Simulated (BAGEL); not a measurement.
# BBrClF (bromochlorofluoroborane) at HF/aug-cc-pVDZ (density fitting with qzvpp-jkfit)

What is the vertical singlet–triplet gap of BBrClF (bromochlorofluoroborane) at HF/aug-cc-pVDZ (density fitting with qzvpp-jkfit)? 

The calculation is run with BAGEL 1.2.2.

4 further runs of the same task are left out: 3 that didn't finish, 1 set aside as unsound or not needed.

## Step 1: The system as given

The species is BBrClF (4 atoms), meant as a singlet with charge 0. SMILES: `FB(Cl)Br`. Geometry: relaxed at PBE0-D4/def2-TZVP.

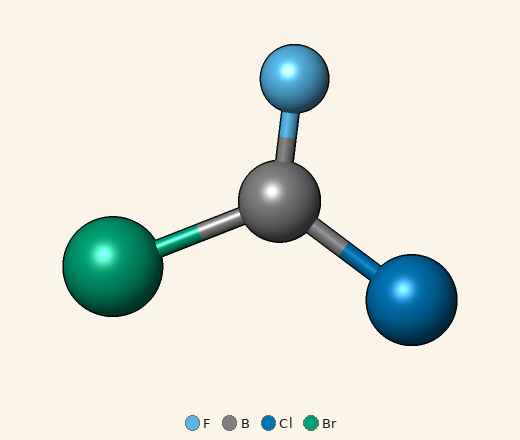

The structure, seen from a chosen angle (fluorine blue, boron grey, chlorine blue, bromine teal).

## Step 2: A single-point energy at HF/aug-cc-pVDZ (density fitting with qzvpp-jkfit)

job.json

```json
{ "bagel" : [

{
  "title" : "molecule",
  "basis" : "aug-cc-pvdz.json",
  "df_basis" : "qzvpp-jkfit",
  "angstrom" : "true",
  "geometry" : [
    { "atom" : "F", "xyz" : [      -0.037800,      -1.335000,      -0.542400 ] },
    { "atom" : "B", "xyz" : [       0.000500,      -0.136300,      -0.018100 ] },
    { "atom" : "Cl", "xyz" : [      -0.369900,       0.071000,       1.666000 ] },
    { "atom" : "Br", "xyz" : [       0.462600,       1.340100,      -1.125800 ] }
  ]
},

{
  "title" : "hf"
},

{
  "title" : "print",
  "file" : "orbitals.molden",
  "orbitals" : "true"
}

]}
```

The basis set aug-cc-pVDZ is read from a file made from the Basis Set Exchange's data (not shown).

Started as:

```bash
$ BAGEL_NUM_THREADS=1 BAGEL job.json > job.out
```

Log:

```text
* using 1 threads per process

  ===============================================================
  ===============================================================

  *** Geometry ***

  { "atom" : "F", "xyz" : [     -0.071432,     -2.522784,     -1.024987 ] },
  { "atom" : "B", "xyz" : [      0.000945,     -0.257570,     -0.034204 ] },
  { "atom" : "Cl", "xyz" : [     -0.699010,      0.134171,      3.148284 ] },
  { "atom" : "Br", "xyz" : [      0.874187,      2.532422,     -2.127454 ] },

  Number of auxiliary basis functions:      546

  Since a DF basis is specified, we compute 2- and 3-index integrals:
    o Being stored without compression. Storage requirement is 0.052 GB

  Number of basis functions:      109
  Number of electrons      :       66

    * METHOD: MOLECULE                             0.31

  *** RHF ***

  === Nuclear Repulsion ===
   282.4158234519

      * DIIS with orbital gradients will be used.

  === RHF iteration (aug-cc-pvdz.json) ===
      0      -3155.95415838          0.01310929           0.14
      1      -3156.10196498          0.00902578           0.14
      2      -3156.16609134          0.00124567           0.14
      3      -3156.16753137          0.00042702           0.14
      4      -3156.16770033          0.00008054           0.14
      5      -3156.16770586          0.00002685           0.14
      6      -3156.16770663          0.00000881           0.14
      7      -3156.16770673          0.00000174           0.14
      8      -3156.16770674          0.00000050           0.14
      9      -3156.16770674          0.00000015           0.14
     10      -3156.16770674          0.00000004           0.14
     11      -3156.16770674          0.00000002           0.13
     12      -3156.16770674          0.00000000           0.13
    * SCF iteration converged.

    * Permanent dipole moment:
           (    0.001829,    -0.087424,    -0.057733) a.u.

    * METHOD: HF                                   2.09

    * METHOD: PRINT                                0.02

  ===============================================================
```

Run time: 2.6 s. Hardware: 1 thread of Arm Neoverse V2, shared host; peak memory 0.18 GiB.

## Step 3: The triplet

hf.json

```json
{ "bagel": [

{
  "title": "molecule",
  "basis": "aug-cc-pvdz.json",
  "df_basis": "qzvpp-jkfit",
  "angstrom": true,
  "geometry": [
    { "atom": "F", "xyz": [      -0.037800,      -1.335000,      -0.542400 ] },
    { "atom": "B", "xyz": [       0.000500,      -0.136300,      -0.018100 ] },
    { "atom": "Cl", "xyz": [      -0.369900,       0.071000,       1.666000 ] },
    { "atom": "Br", "xyz": [       0.462600,       1.340100,      -1.125800 ] }
  ]
},

{ "title": "uhf", "nopen": 2 },

{ "title": "print", "file": "orbitals.molden", "orbitals": true }

]}
```

The basis set aug-cc-pVDZ is read from a file made from the Basis Set Exchange's data (not shown).

Started as:

```bash
$ BAGEL_NUM_THREADS=1 BAGEL hf.json > hf.out
```

Log:

```text
* using 1 threads per process

  ===============================================================
  ===============================================================

  *** Geometry ***

  { "atom" : "F", "xyz" : [     -0.071432,     -2.522784,     -1.024987 ] },
  { "atom" : "B", "xyz" : [      0.000945,     -0.257570,     -0.034204 ] },
  { "atom" : "Cl", "xyz" : [     -0.699010,      0.134171,      3.148284 ] },
  { "atom" : "Br", "xyz" : [      0.874187,      2.532422,     -2.127454 ] },

  Number of auxiliary basis functions:      546

  Since a DF basis is specified, we compute 2- and 3-index integrals:
    o Being stored without compression. Storage requirement is 0.052 GB

  Number of basis functions:      109
  Number of electrons      :       66

    * METHOD: MOLECULE                             0.30

  *** Open-shell HF ***

  === Nuclear Repulsion ===
   282.4158234519

      * DIIS with orbital gradients will be used.

  === UHF iteration (aug-cc-pvdz.json) ===
      0      -3155.60976751          0.03457331           0.27
      1      -3155.81748448          0.02407561           0.27
      2      -3155.89658571          0.01257982           0.27
      3      -3155.93613416          0.00161336           0.27
      4      -3155.93777332          0.00074673           0.27
      5      -3155.93837862          0.00039269           0.27
      6      -3155.93873599          0.00017811           0.26
      7      -3155.93882431          0.00010038           0.27
      8      -3155.93884346          0.00007759           0.27
      9      -3155.93886151          0.00005388           0.27
     10      -3155.93887367          0.00002610           0.27
     11      -3155.93887595          0.00001253           0.27
     12      -3155.93887636          0.00000449           0.28
     13      -3155.93887642          0.00000201           0.28
     14      -3155.93887643          0.00000086           0.27
     15      -3155.93887644          0.00000040           0.28
     16      -3155.93887644          0.00000027           0.29
     17      -3155.93887644          0.00000021           0.28
     18      -3155.93887644          0.00000015           0.28
     19      -3155.93887644          0.00000010           0.27
     20      -3155.93887644          0.00000007           0.28
     21      -3155.93887644          0.00000004           0.28
     22      -3155.93887644          0.00000002           0.28
     23      -3155.93887644          0.00000001           0.27
    * SCF iteration converged.

    * S^2 (UHF) is 2.0191

    * Permanent dipole moment:
           (   -0.487038,    -1.360198,     1.279528) a.u.

    * METHOD: UHF                                  6.86

    * METHOD: PRINT                                0.02

  ===============================================================
```

Wall time 7.5 s (1 thread of Arm Neoverse V2, shared host); peak memory 0.18 GiB.

## Step 4: What came out

At HF/aug-cc-pVDZ (density fitting with qzvpp-jkfit):

| quantity | value |
| --- | --- |
| singlet: total energy | -3156.16771 Eh |
| singlet: dipole moment | 0.27 D |
| singlet: HOMO energy | -11.96 eV |
| singlet: LUMO energy | 1.23 eV |
| singlet: HOMO–LUMO gap | 13.19 eV |
| triplet: total energy | -3155.93888 Eh |
| triplet: dipole moment | 4.91 D |
| triplet: ⟨S²⟩ | 2.019 |
| vertical energy of the triplet above the singlet | 6.227 eV |

In words: At this shape the triplet lies 6.23 eV (144 kcal/mol) above the singlet.
